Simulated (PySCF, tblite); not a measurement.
# C2H10N2Si: protonation, part 2 of 2

tblite 0.8.0 and PySCF 2.14.0. Atoms count from 0. Earlier steps stand in the parts before.

## Step 7: Harmonic vibrations with GFN2-xTB

Job settings and geometry (Å):

```
{"job": {"kind": "ir", "xc": "GFN2-xTB", "basis": "xTB"}, "charge": 1, "multiplicity": 1}
C     -1.755099    -0.035045    -0.080165
C     -0.706814    -0.100309     1.038193
Si     1.088641    -0.100585     0.445626
N      1.141524     1.412761    -0.775976
N      1.384486    -1.336988    -0.686100
H     -1.740624     0.928027    -0.585449
H     -2.746806    -0.166213     0.343919
H     -1.602716    -0.818868    -0.816858
H     -0.879168    -1.006197     1.620300
H     -0.880588     0.725351     1.730766
H      2.123050     0.325855     1.376293
H      0.880071     2.283272    -0.315654
H      0.486338     1.249879    -1.540842
H      0.934314    -2.234591    -0.580165
H      2.284754    -1.466871    -1.125329
H      2.065873     1.540243    -1.184896
```

Log:

```text
mode    cm-1     km/mol
  1      49.8      1.96
  2      92.8      0.39
  3     144.1      2.25
  4     149.4     13.65
  5     176.6      3.34
  6     227.7     14.47
  7     241.2      0.16
  8     331.8     11.43
  9     413.6     42.75
 10     557.8    196.66
 11     601.0     79.77
 12     637.8     53.47
 13     661.0     31.34
 14     691.6     53.31
 15     715.9     52.01
 16     736.1    103.18
 17     811.4    249.45
 18     959.3    100.91
 19     990.9     76.40
 20    1025.0     11.35
 21    1058.7     17.37
 22    1221.0      4.03
 23    1286.0      9.35
 24    1313.8    262.16
 25    1420.4      3.59
 26    1460.5     39.94
 27    1464.6     25.33
 28    1466.1     96.38
 29    1479.5     77.66
 30    1494.4      7.16
 31    1507.1     10.09
 32    2333.8    192.77
 33    2976.3     11.76
 34    3000.4      4.56
 35    3032.2     38.34
 36    3050.4     18.13
 37    3060.3      8.38
 38    3352.6     46.24
 39    3372.4     38.00
 40    3374.0     51.71
 41    3439.9     51.79
 42    3465.2     27.94
ZPE 357.947  H(298)-E 384.686  G(298)-E 272.355 kJ/mol  S 376.76 J/(mol K)
```

Run time: 0.74 s. Hardware: 1 thread of Arm Neoverse N1, shared host; peak memory 0.43 GiB.

The strongest bands and the atoms that carry them (share of the mass-weighted mode):

| cm⁻¹ | km/mol | atoms |
| --- | --- | --- |
| 558 | 196.7 | H14 30 %, H13 27 %, H10 17 %, N4 15 % |
| 601 | 79.8 | H10 66 %, H13 11 %, H14 10 % |
| 736 | 103.2 | H9 19 %, H8 19 %, H10 17 %, C1 13 % |
| 811 | 249.4 | H13 30 %, H14 24 %, Si2 15 %, N4 11 % |
| 959 | 100.9 | N4 35 %, Si2 24 % |
| 1314 | 262.2 | H12 29 %, H11 28 %, H15 27 %, N3 15 % |
| 1466 | 96.4 | H15 49 %, H12 21 %, H11 16 % |
| 2334 | 192.8 | H10 97 % |

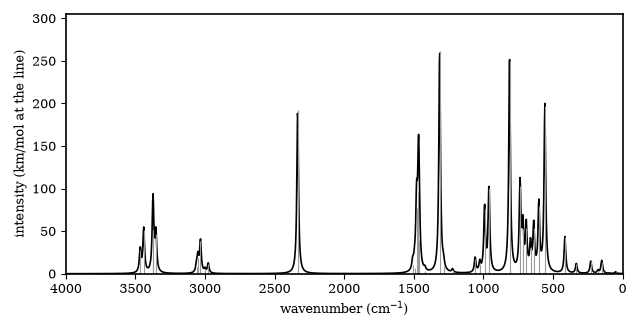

The infrared spectrum from these modes, unscaled. Lines are broadened to a width of 14 cm⁻¹ (Lorentzian).

## Step 8: Relaxing the molecule at PBE0-D3(BJ)/def2-SVPD

This step treats C₂H₁₁N₂Si+, `CC[Si@@H](N)[NH3+]`.

Settings changed since step 7:

```diff
@@ -1,2 +1,2 @@
-{"job": {"kind": "ir", "xc": "GFN2-xTB", "basis": "xTB"}, "charge": 1, "multiplicity": 1}
+{"job": {"xc": "PBE0", "basis": "def2-SVPD", "d3": "d3bj", "grid": 1, "kind": "geom"}, "charge": 1, "multiplicity": 1}
 C     -1.755099    -0.035045    -0.080165
```

Log:

```text
step   0  E = -481.10730543  max force = 0.025941
step   1  E = -481.11134882  max force = 0.006732
step   2  E = -481.11250551  max force = 0.004982
step   3  E = -481.11285494  max force = 0.001507
step   4  E = -481.11298471  max force = 0.001440
step   5  E = -481.11302241  max force = 0.001150
step   6  E = -481.11304955  max force = 0.000844
step   7  E = -481.11304292  max force = 0.000696
step   8  E = -481.11302886  max force = 0.000793
step   9  E = -481.11302467  max force = 0.000330
step  10  E = -481.11302550  max force = 0.000149
step  11  E = -481.11302587  max force = 0.000113
optimisation converged
```

It took 3.9 min on 1 thread of Arm Neoverse N1, shared host; peak memory 0.8 GiB.

The steps of the relaxation:

| step | energy from step 0 (eV) | largest force component (eV/Å) |
| --- | --- | --- |
| 0 | 0.0000 | 1.3339 |
| 1 | -0.1100 | 0.3462 |
| 2 | -0.1415 | 0.2562 |
| 3 | -0.1510 | 0.0775 |
| 4 | -0.1545 | 0.0740 |
| 5 | -0.1556 | 0.0591 |
| 6 | -0.1563 | 0.0434 |
| 7 | -0.1561 | 0.0358 |
| 8 | -0.1557 | 0.0408 |
| 9 | -0.1556 | 0.0170 |
| 10 | -0.1557 | 0.0077 |
| 11 | -0.1557 | 0.0058 |

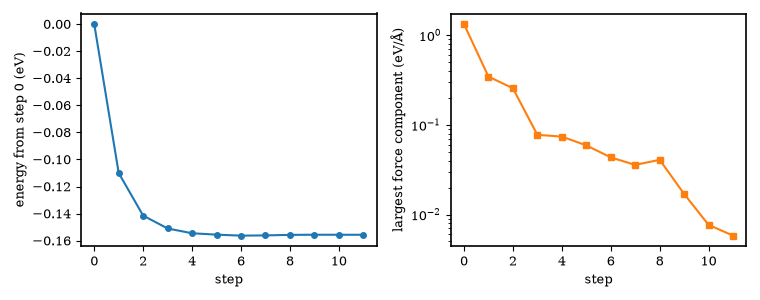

Energy and force, step by step.

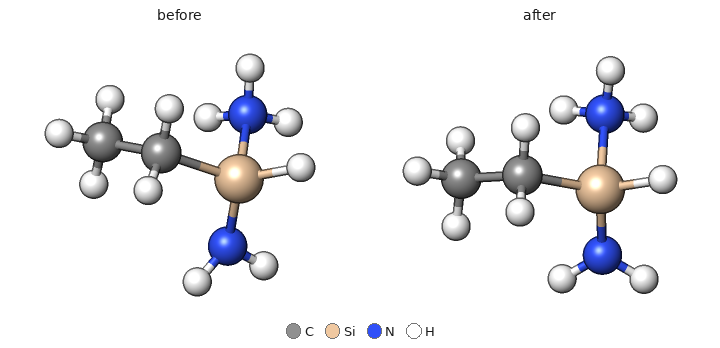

Before and after, at one scale.

Distances of close pairs at the start and the end, largest changes first:

| bond | before (Å) | after (Å) | change (Å) |
| --- | --- | --- | --- |
| C1–Si2 | 1.891 | 1.852 | -0.039 |
| Si2–H10 | 1.455 | 1.480 | +0.025 |
| C0–H5 | 1.088 | 1.101 | +0.013 |
| C0–H7 | 1.086 | 1.099 | +0.013 |
| C1–H8 | 1.090 | 1.103 | +0.012 |
| C1–H9 | 1.092 | 1.103 | +0.011 |
| C0–H6 | 1.087 | 1.097 | +0.011 |
| Si2–N4 | 1.702 | 1.693 | -0.009 |

The final coordinates are the input of the step that follows.

| at the end point | value |
| --- | --- |
| point group (found at 0.08 Å tolerance) | C1 |
| rotational constants (GHz, main isotopes) | 4.331, 2.794, 2.259 |

## Step 9: Single point (C2H11N2Si+): wB97X-D3(BJ)/def2-TZVP

Geometry: PBE0-D3(BJ)/def2-SVPD.

Job settings and geometry (Å):

```
{"job": {"kind": "sp", "xc": "wB97X", "basis": "def2-TZVP", "d3": "d3bj", "grid": 2}, "charge": 1, "multiplicity": 1}
C     -1.712099    -0.463895    -0.119565
C     -0.680221    -0.221481     0.985137
Si     1.058128     0.010465     0.389670
N      0.936055     1.686294    -0.594326
N      1.619135    -1.124021    -0.735328
H     -1.802980     0.387635    -0.811299
H     -2.707455    -0.620401     0.314313
H     -1.477935    -1.356658    -0.716148
H     -0.658447    -1.075980     1.681551
H     -0.959761     0.648214     1.603196
H      2.107578     0.404615     1.356344
H      0.730885     2.492062     0.002940
H      0.204736     1.646623    -1.309485
H      1.013288    -1.738991    -1.263156
H      2.595989    -1.362565    -0.845600
H      1.811683     1.888103    -1.083705
```

Log:

```text
coarse grid: 12744 points
cycle   1  E = -481.8448659597  dE =  5.911e-01  |g| = 4.170e-01  |ddm| = 2.606e+00
cycle   2  E = -481.8769333670  dE = -3.207e-02  |g| = 3.019e-01  |ddm| = 5.424e-01
cycle   3  E = -481.8939766846  dE = -1.704e-02  |g| = 6.137e-02  |ddm| = 1.815e-01
cycle   4  E = -481.8948428078  dE = -8.661e-04  |g| = 1.423e-02  |ddm| = 5.986e-02
cycle   5  E = -481.8948861573  dE = -4.335e-05  |g| = 3.456e-03  |ddm| = 1.397e-02
cycle   6  E = -481.8948897785  dE = -3.621e-06  |g| = 1.044e-03  |ddm| = 5.026e-03
final grid: 115424 points
cycle   7  E = -481.8772566665  dE = -5.043e-05  |g| = 3.672e-03  |ddm| = 2.326e-02
cycle   8  E = -481.8772583053  dE = -1.639e-06  |g| = 2.668e-03  |ddm| = 3.864e-03
cycle   9  E = -481.8772597636  dE = -1.458e-06  |g| = 2.811e-04  |ddm| = 1.465e-03
cycle  10  E = -481.8772597900  dE = -2.630e-08  |g| = 1.239e-04  |ddm| = 3.993e-04
cycle  11  E = -481.8772597934  dE = -3.423e-09  |g| = 3.522e-05  |ddm| = 1.053e-04
converged SCF energy = -481.8772597934
```

It took 22 s on 1 thread of Arm Neoverse N1, shared host; peak memory 0.77 GiB.

## Step 10: Single point (C2H10N2Si): wB97X-D3(BJ)/def2-TZVP in N,N-dimethylformamide

Geometry: PBE0-D3(BJ)/def2-SVPD.

Job settings and geometry (Å):

```
{"job": {"kind": "sp", "xc": "wB97X", "basis": "def2-TZVP", "d3": "d3bj", "grid": 2, "solvent": "N,N-dimethylformamide"}, "charge": 0, "multiplicity": 1}
C     -1.860063    -0.189702    -0.034063
C     -0.744314    -0.125144     1.005879
Si     0.976434     0.136152     0.290363
N      1.196013     1.518553    -0.728675
N      1.294503    -1.254947    -0.694480
H     -1.918541     0.744520    -0.612571
H     -2.843906    -0.348245     0.431384
H     -1.695778    -1.005765    -0.752365
H     -0.727067    -1.048851     1.610897
H     -0.933665     0.691511     1.722245
H      1.928340     0.376209     1.426041
H      1.536863     2.397631    -0.368422
H      0.715659     1.624213    -1.611135
H      0.938209    -2.168652    -0.451628
H      2.128765    -1.317016    -1.260811
```

Log:

```text
final grid: 110048 points
cycle   1  E = -481.5154577638  dE = -4.997e-04  |g| = 1.142e-02  |ddm| = 9.863e-02
cycle   2  E = -481.5155094679  dE = -5.170e-05  |g| = 7.343e-03  |ddm| = 3.352e-02
cycle   3  E = -481.5155225607  dE = -1.309e-05  |g| = 2.374e-03  |ddm| = 7.462e-03
cycle   4  E = -481.5155256278  dE = -3.067e-06  |g| = 7.082e-04  |ddm| = 8.551e-03
cycle   5  E = -481.5155258508  dE = -2.229e-07  |g| = 1.464e-04  |ddm| = 2.088e-03
cycle   6  E = -481.5155258623  dE = -1.151e-08  |g| = 5.024e-05  |ddm| = 4.697e-04
cycle   7  E = -481.5155258640  dE = -1.743e-09  |g| = 1.820e-05  |ddm| = 1.988e-04
converged SCF energy = -481.5155258640
```

It took 21 s on 1 thread of Arm Neoverse N1, shared host; peak memory 0.85 GiB.

## Step 11: Single point (C2H11N2Si+): wB97X-D3(BJ)/def2-TZVP in N,N-dimethylformamide

Geometry: PBE0-D3(BJ)/def2-SVPD.

Job settings and geometry (Å):

```
{"job": {"kind": "sp", "xc": "wB97X", "basis": "def2-TZVP", "d3": "d3bj", "grid": 2, "solvent": "N,N-dimethylformamide"}, "charge": 1, "multiplicity": 1}
C     -1.712099    -0.463895    -0.119565
C     -0.680221    -0.221481     0.985137
Si     1.058128     0.010465     0.389670
N      0.936055     1.686294    -0.594326
N      1.619135    -1.124021    -0.735328
H     -1.802980     0.387635    -0.811299
H     -2.707455    -0.620401     0.314313
H     -1.477935    -1.356658    -0.716148
H     -0.658447    -1.075980     1.681551
H     -0.959761     0.648214     1.603196
H      2.107578     0.404615     1.356344
H      0.730885     2.492062     0.002940
H      0.204736     1.646623    -1.309485
H      1.013288    -1.738991    -1.263156
H      2.595989    -1.362565    -0.845600
H      1.811683     1.888103    -1.083705
```

Log:

```text
final grid: 115424 points
cycle   1  E = -481.9743731756  dE = -2.055e-03  |g| = 1.938e-02  |ddm| = 1.843e-01
cycle   2  E = -481.9745738363  dE = -2.007e-04  |g| = 8.834e-03  |ddm| = 5.579e-02
cycle   3  E = -481.9746023609  dE = -2.852e-05  |g| = 4.619e-03  |ddm| = 1.592e-02
cycle   4  E = -481.9746108182  dE = -8.457e-06  |g| = 1.289e-03  |ddm| = 1.043e-02
cycle   5  E = -481.9746114282  dE = -6.100e-07  |g| = 2.830e-04  |ddm| = 2.775e-03
cycle   6  E = -481.9746114537  dE = -2.550e-08  |g| = 8.923e-05  |ddm| = 5.386e-04
cycle   7  E = -481.9746114571  dE = -3.406e-09  |g| = 3.167e-05  |ddm| = 2.494e-04
converged SCF energy = -481.9746114571
```

Run time: 23 s. Hardware: 1 thread of Arm Neoverse N1, shared host; peak memory 0.9 GiB.

## Step 12: Protonation: wB97X-D3(BJ)/def2-TZVP

This step combines the energies above: geometries from PBE0-D3(BJ)/def2-SVPD, zero-point and thermal terms from GFN2-xTB.

Job settings and geometry (Å):

```
{"job": {"kind": "pa", "geom": {"xc": "PBE0", "basis": "def2-SVPD", "d3": "d3bj", "grid": 1}, "level": {"xc": "wB97X", "basis": "def2-TZVP", "d3": "d3bj", "solvents": ["N,N-dimethylformamide"]}}, "charge": 0, "multiplicity": 1}
C     -1.860063    -0.189702    -0.034063
C     -0.744314    -0.125144     1.005879
Si     0.976434     0.136152     0.290363
N      1.196013     1.518553    -0.728675
N      1.294503    -1.254947    -0.694480
H     -1.918541     0.744520    -0.612571
H     -2.843906    -0.348245     0.431384
H     -1.695778    -1.005765    -0.752365
H     -0.727067    -1.048851     1.610897
H     -0.933665     0.691511     1.722245
H      1.928340     0.376209     1.426041
H      1.536863     2.397631    -0.368422
H      0.715659     1.624213    -1.611135
H      0.938209    -2.168652    -0.451628
H      2.128765    -1.317016    -1.260811
```

Output (the driver's rows laid out field by field):

```text
protonation site by site, wB97X-D3(BJ)/def2-TZVP // PBE0-D3(BJ)/def2-SVPD

row 1
  formula                 C2H11N2Si
  charge                  1
  multiplicity            1
  smiles                  CC[Si@@H](N)[NH3+]
  kept                    yes
  pieces                  1
  point_group             C1
  atom                    3
  element                 N
  electronic              970.73
  enthalpy                944.61
  free_energy             915.59
  solution                N,N-dimethylformamide 1150.19
  share_gas               1.0
  share_solution          N,N-dimethylformamide 1.0
```

Wall time 7.6 min (1 thread of Arm Neoverse N1, shared host); peak memory 0.9 GiB.

Energy given off on adding a proton (kJ/mol, gas phase, 298 K for the thermal columns):

| site | product | electronic | enthalpy | free energy |
| --- | --- | --- | --- | --- |
| N3 | CC[Si@@H](N)[NH3+] | 970.7 | 944.6 | 915.6 |

Free energies in a continuum (kJ/mol, same sign; the bare proton is left unsolvated, so these are no solution acidities or basicities): N,N-dimethylformamide: N3 1150.2.

## Step 13: What came out

What follows sums up all 2 parts.

| quantity | value |
| --- | --- |
| strongest single infrared mode (GFN2-xTB) | 2168 cm⁻¹, 402 km/mol |
| zero-point energy (GFN2-xTB) | 78.2 kcal/mol |
| point group | C1 |
| rotational constants (main isotopes) | 4.80, 2.79, 2.31 GHz |
| surface potential, 1st and 99th percentile | -1.13 V and 1.52 V |
| proton affinity (−ΔH), N3 (wB97X-D3(BJ)/def2-TZVP) | 944.6 kJ/mol |

**Reading.** No mode is imaginary among the 39: a minimum at this level. The strongest single mode, at 2168 cm⁻¹, moves mainly H10. GFN2-xTB is a fitted tight-binding method: band positions and strengths are rough. Its intensities can rank the bands wrongly. Over 6 steps the energy fell by 0.098 eV; of the close pairs, Si2–H10 changed most, 1.472 to 1.501 Å (PBE0/def2-SVPD). The proton affinity (−ΔH) at N3 is 944.6 kJ/mol at wB97X-D3(BJ)/def2-TZVP; zero-point and thermal terms move it by -26.1 kJ/mol from the electronic value.
